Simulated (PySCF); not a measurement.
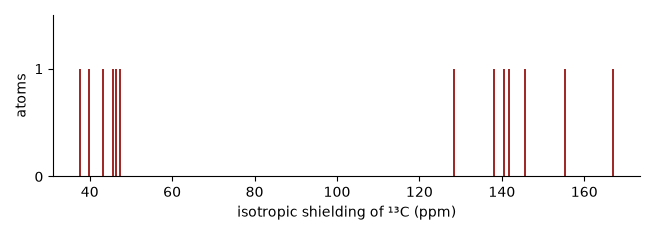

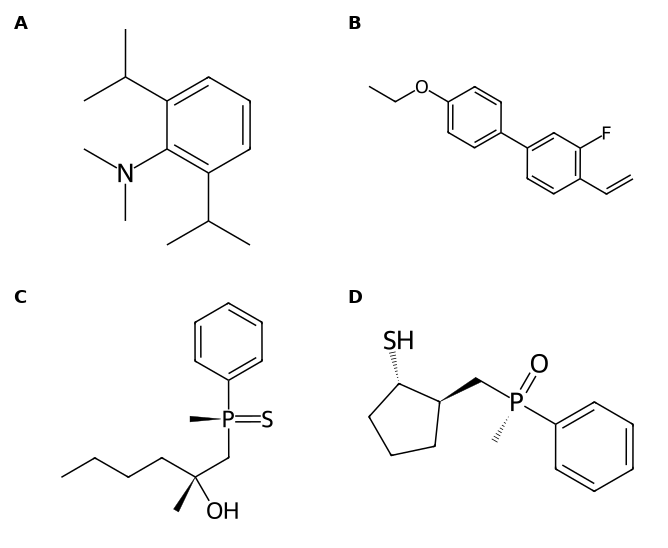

The sticks are computed shieldings of one of the molecules, for one fixed geometry (PBE0-D3(BJ)/def2-SVP) without averaging over rotations. Low shielding means a high chemical shift. Method: GIAO PBE0/pcSseg-2 NMR shielding, non-relativistic, gas phase (PySCF 2.14.0).

Question: Which molecule gives this pattern?

Answer: D, `C[P@@](=O)(C[C@H]1CCC[C@@H]1S)c1ccccc1`. Its 13 C atoms give lines at 37.6, 39.8, 43.3, 45.7, 46.4, 47.2, 128.5, 138.2, 140.6, 141.8, 145.6, 155.4, 167.0 ppm.
